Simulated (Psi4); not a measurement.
# HSE06/def2-TZVP run of BH2OF (SMILES OBF)

Aim: the vertical ionisation energy of BH2OF at HSE06/def2-TZVP, from 2 runs. 

The calculation is run with Psi4 1.11.

1 further run of the same task is left out (set aside as unsound or not needed).

## Step 1: The system as given

BH2OF: 5 atoms, total charge 0, spin state singlet. SMILES: `OBF`. The shape is that of a PBE0-D4/def2-TZVP optimisation. This is one conformer, not always the lowest.

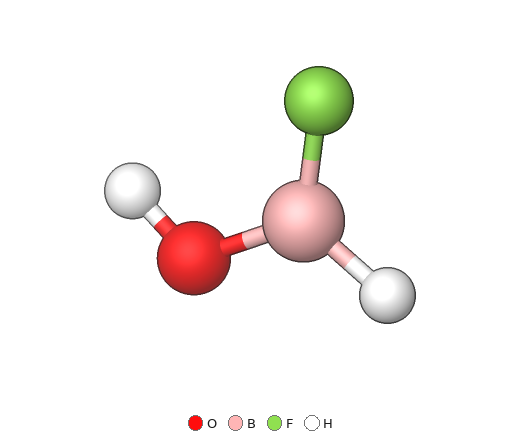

Viewed from a chosen angle; oxygen red, boron pink, fluorine green, hydrogen white.

## Step 2: Energy and gradient at HSE06/def2-TZVP

Input file job.json:

```json
{
 "schema_name": "qcschema_input",
 "schema_version": 1,
 "molecule": {
  "schema_name": "qcschema_molecule",
  "schema_version": 2,
  "symbols": ["O", "B", "F", "H", "H"],
  "geometry": [-1.8243416, 0.29744289, 0.29649803, 0.68975004, -0.05706973, 0.38002392, 1.96380339, -0.61170435, -1.71870591, -2.52694177, 0.10847028, -1.37156322, 1.79202728, 0.12358809, 2.33570149],
  "molecular_charge": 0,
  "molecular_multiplicity": 1,
  "fix_symmetry": "c1"
 },
 "driver": "gradient",
 "model": {
  "method": "hse06",
  "basis": "def2-TZVP"
 },
 "keywords": {
  "puream": true,
  "e_convergence": 1e-09,
  "d_convergence": 1e-08,
  "scf_type": "pk",
  "dft_radial_points": 99,
  "dft_spherical_points": 590,
  "scf_properties": ["WIBERG_LOWDIN_INDICES", "LOWDIN_CHARGES", "MULLIKEN_CHARGES"]
 }
}
```

Command:

```console
$ psi4 --qcschema job.json -n 1 --memory 1600MB
```

stdout:

```text
[...]
  Running in c1 symmetry.
[...]
  Nuclear repulsion =   64.275791425546529
[...]
  Multiplicity = 1
[...]
  Nalpha       = 12
  Nbeta        = 12
[...]
    Number of basis functions: 105
[...]
   @RKS iter   1:  -200.94207181239790   -4.52352e-01   6.90119e-03 DIIS/ADIIS
[...]
   @RKS iter  10:  -201.12181782010705   -4.68958e-12   5.11883e-09 DIIS
[...]
    Orbital Energies [Eh]
    ---------------------
    Doubly Occupied:
       1A    -24.762357     2A    -19.226112     3A     -6.836705
       4A     -1.230538     5A     -1.061268     6A     -0.592298
       7A     -0.546113     8A     -0.487570     9A     -0.467812
      10A     -0.390229    11A     -0.374048    12A     -0.368540
[...]
  @RKS Final Energy:  -201.12181782010705
   => Energetics <=
    Nuclear Repulsion Energy =             64.2757914255465295
    One-Electron Energy =                -404.8881532704905339
    Two-Electron Energy =                 157.8636200037816479
    DFT Exchange-Correlation Energy =     -18.3730759789446942
    Empirical Dispersion Energy =           0.0000000000000000
    VV10 Nonlocal Energy =                  0.0000000000000000
    Total Energy =                       -201.1218178201070543
[...]
 Multipole Moments:
 ------------------------------------------------------------------------------------
     Multipole            Electronic (a.u.)      Nuclear  (a.u.)        Total (a.u.)
 ------------------------------------------------------------------------------------
 L = 1.  Multiply by 2.5417464519 to convert [e a0] to [Debye]
 Dipole X            :          1.3766933           -1.6947879           -0.3180946
 Dipole Y            :         -0.4518572            0.4486607           -0.0031966
 Dipole Z            :         -1.4258712            1.1409218           -0.2849494
 Magnitude           :                                                    0.4270721
[...]
  Mulliken Charges: (a.u.)
   Center  Symbol    Alpha    Beta     Spin     Total
       1     O     4.20065  4.20065  0.00000 -0.40130
       2     B     2.32938  2.32938  0.00000  0.34123
       3     F     4.62963  4.62963  0.00000 -0.25927
       4     H     0.33400  0.33400  0.00000  0.33200
       5     H     0.50634  0.50634  0.00000 -0.01267
   Total alpha = 12.00000, Total beta = 12.00000, Total charge = -0.00000
  Lowdin Charges: (a.u.)
   Center  Symbol    Alpha    Beta     Spin     Total
       1     O     3.90175  3.90175  0.00000  0.19651
[...]
  -Total Gradient:
     Atom            X                  Y                   Z
    ------   -----------------  -----------------  -----------------
       1        0.000128813733     0.000028429269     0.000271346172
       2       -0.000069649093    -0.000162550000    -0.000989101677
       3       -0.000313075959     0.000146476421     0.000574755301
       4        0.000119516700    -0.000041122295    -0.000134768684
       5        0.000129672717     0.000027952439     0.000269160603
[...]
```

The result, in JSON:

```text
{
 "driver": "gradient",
 "model": {
  "method": "hse06",
  "basis": "def2-TZVP"
 },
 "success": true,
 "return_result": [0.0001288137326573291, 2.8429269009880298e-05, 0.00027134617198229516, -6.96490934552485e-05, -0.00016255000030670087, -0.0009891016769503491, -0.0003130759590914134, 0.0001464764212177963, 0.0005747553010173878, 0.000119516700466199, -4.112229545403384e-05, -0.00013476868381395724, 0.00012967271666557145, 2.795243875826532e-05, 0.0002691606026705706],
 "properties": {
  "calcinfo_nbasis": 105,
  "calcinfo_nmo": 105,
  "calcinfo_nalpha": 12,
  "calcinfo_nbeta": 12,
  "calcinfo_natom": 5,
  "nuclear_repulsion_energy": 64.27579142554653,
  "return_energy": -201.12181782010705,
  "return_gradient": [0.0001288137326573291, 2.8429269009880298e-05, 0.00027134617198229516, -6.96490934552485e-05, -0.00016255000030670087, -0.0009891016769503491, -0.0003130759590914134, 0.0001464764212177963, 0.0005747553010173878, 0.000119516700466199, -4.112229545403384e-05, -0.00013476868381395724, 0.00012967271666557145, 2.795243875826532e-05, 0.0002691606026705706],
  "scf_one_electron_energy": -404.88815327049053,
  "scf_two_electron_energy": 157.86362000378165,
  "scf_xc_energy": -18.373075978944694,
  "scf_dipole_moment": [-0.3180946182950448, -0.003196574244680117, -0.2849493612054683],
  "scf_total_energy": -201.12181782010705,
  "scf_total_gradient": [0.0001288137326573291, 2.8429269009880298e-05, 0.00027134617198229516, -6.96490934552485e-05, -0.00016255000030670087, -0.0009891016769503491, -0.0003130759590914134, 0.0001464764212177963, 0.0005747553010173878, 0.000119516700466199, -4.112229545403384e-05, -0.00013476868381395724, 0.00012967271666557145, 2.795243875826532e-05, 0.0002691606026705706],
  "scf_iterations": 10
 }
}
```

Wall time 46 s (1 thread of Intel Xeon Platinum 8375C at 2.90GHz (Ice Lake), shared host); peak memory 0.76 GiB.

## Step 3: The doublet cation: the energy at UHSE06/def2-TZVP

Input file bfh2o.py:

```python
import psi4

psi4.set_memory('1600 MB')
psi4.set_num_threads(1)
psi4.core.set_output_file('psi4.out', False)

molecule = psi4.geometry("""
1 2
O     -0.965400     0.157400     0.156900
B      0.365000    -0.030200     0.201100
F      1.039200    -0.323700    -0.909500
H     -1.337200     0.057400    -0.725800
H      0.948300     0.065400     1.236000
symmetry c1
""")

psi4.set_options({
    'basis': 'def2-TZVP',
    'reference': 'uks',
    'puream': True,
    'e_convergence': 1e-09,
    'd_convergence': 1e-08,
    'scf_type': 'pk',
    'dft_radial_points': 99,
    'dft_spherical_points': 590,
    'maxiter': 200,
})

result, w = psi4.energy('hse06', return_wfn=True)
print(f'total energy {result:.8f} hartree = {result * 27.211386:.5f} eV')
```

Command:

```console
$ python bfh2o.py
```

psi4.out:

```text
[...]
  Running in c1 symmetry.
[...]
  Nuclear repulsion =   64.275791383112292
[...]
  Multiplicity = 2
[...]
  Nalpha       = 12
  Nbeta        = 11
[...]
    Number of basis functions: 105
[...]
   @UKS iter   1:  -200.48873414383635    9.86088e-04   6.02688e-03 ADIIS/DIIS
[...]
   @UKS iter  19:  -200.62743628117326    6.16751e-12   8.55530e-09 DIIS
[...]
   @S^2 Observed:                7.557208424E-01
[...]
    Orbital Energies [Eh]
    ---------------------
    Alpha Occupied:
       1A    -25.156724     2A    -19.539294     3A     -7.192245
       4A     -1.600687     5A     -1.367354     6A     -0.919817
       7A     -0.877870     8A     -0.860652     9A     -0.811955
      10A     -0.751257    11A     -0.699798    12A     -0.669864
    Alpha Virtual:
      13A     -0.299184    14A     -0.202231    15A     -0.167105
      16A     -0.138842    17A     -0.102945    18A     -0.074302
      19A     -0.033403    20A      0.016134    21A      0.062673
      22A      0.122442    23A      0.130295    24A      0.157621
      25A      0.221751    26A      0.234173    27A      0.277723
[...]
  @UKS Final Energy:  -200.62743628117326
   => Energetics <=
    Nuclear Repulsion Energy =             64.2757913831122920
    One-Electron Energy =                -396.9141879918374798
    Two-Electron Energy =                 150.0610467333509064
    DFT Exchange-Correlation Energy =     -18.0500864057989752
    Empirical Dispersion Energy =           0.0000000000000000
    VV10 Nonlocal Energy =                  0.0000000000000000
    Total Energy =                       -200.6274362811732601
[...]
 Multipole Moments:
 ------------------------------------------------------------------------------------
     Multipole            Electronic (a.u.)      Nuclear  (a.u.)        Total (a.u.)
 ------------------------------------------------------------------------------------
 L = 1.  Multiply by 2.5417464519 to convert [e a0] to [Debye]
 Dipole X            :          1.8015264           -1.6947879            0.1067385
 Dipole Y            :         -0.3868210            0.4486607            0.0618397
 Dipole Z            :         -0.6983511            1.1409218            0.4425707
 Magnitude           :                                                    0.4594411
[...]
```

The script printed:

```text
total energy -200.62743628 hartree = -5459.35061 eV
```

Run time: 76 s. Hardware: 1 thread of Intel Xeon Platinum 8375C at 2.90GHz (Ice Lake), shared host; peak memory 0.76 GiB.

## Step 4: Outcome

At HSE06/def2-TZVP:

| quantity | value |
| --- | --- |
| singlet BH2OF: total energy | -201.12182 Eh |
| singlet BH2OF: dipole moment | 1.09 D |
| singlet BH2OF: HOMO energy | -10.03 eV |
| singlet BH2OF: LUMO energy | 0.00 eV |
| singlet BH2OF: HOMO–LUMO gap | 10.03 eV |
| singlet BH2OF: largest force on an atom | 0.052 eV/Å |
| doublet cation: total energy | -200.62744 Eh |
| doublet cation: HOMO energy (highest over α and β) | -18.08 eV |
| doublet cation: LUMO energy (lowest over α and β) | -16.81 eV |
| doublet cation: ⟨S²⟩ | 0.756 |
| vertical ionisation energy (to the doublet cation) | 13.453 eV |

What this shows: The vertical ionisation energy comes to 13.45 eV (1298 kJ/mol). The negative HOMO energy of the first species, 10.03 eV, lies 3.42 eV below that difference. Mulliken charges (singlet BH2OF) run from -0.40 on O1 to +0.34 on B2.
